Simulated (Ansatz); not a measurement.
One crystal and one scan (frozen-phonon scan) at two levels, PBE (plane waves to 420 eV, PAW, scalar-relativistic; Ansatz, a quantum-chemistry and plane-wave program) and r2SCAN (plane waves to 500 eV, PAW, scalar-relativistic; Ansatz), each from its own relaxed cell and on its own mesh. The cell shown is that of PBE.

Starting cell, GaN (zinc blende):

```xyz
4
Lattice="0.0000 4.5485 4.5485 2.2743 2.2743 4.5485 2.2743 2.2743 0.0000" Properties=species:S:1:pos:R:3 pbc="T T T"
N      3.4114     3.4114     3.4114
N      3.4114     5.6856     5.6856
Ga     0.0000     0.0000     0.0000
Ga     2.2743     4.5485     2.2743
```

A phonon eigenvector at X = (0.5, 0.5, 0.0) is frozen into this cell: atom i moves by Q times the vector below, so Q is the largest atomic displacement, in Å. The cell is held. It is one choice among 2 degenerate patterns. (q is in reciprocal vectors of the primitive cell; the cell shown is doubled to hold the pattern.)

```csv
atom,x,y,z
N1,-0.570,0.000,0.000
N2,0.570,0.000,0.000
Ga3,0.000,-1.000,0.000
Ga4,0.000,1.000,0.000
```

GaN was relaxed with its symmetry unable to fall. Percentages come from the unrounded values.

```tsv
quantity	PBE	r2SCAN	PBE − r2SCAN
Lattice constant a (Å)	4.549	4.498	+0.051 (+1.1 %)
Band gap of the relaxed cell, no spin-orbit coupling (eV)	1.54	2.17	-0.63 (-29 %)
Harmonic wavenumber from the curvature (finite differences) (cm⁻¹ (negative: imaginary))	185	195	-10 (-5 %)
```

PBE gives the higher value for: lattice constant a. PBE gives the lower value for: band gap of the relaxed cell, no spin-orbit coupling; harmonic wavenumber from the curvature. Both give the same shape of the curve: a single well with its minimum at or next to zero displacement.

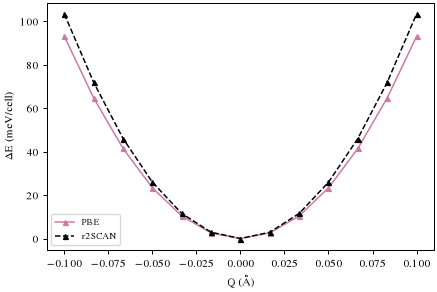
ΔE, each from the undisplaced structure of its own level.

(For displaced atoms, the force is minus the slope of the energy, and its curvature is a force constant, which sets phonon frequencies.)
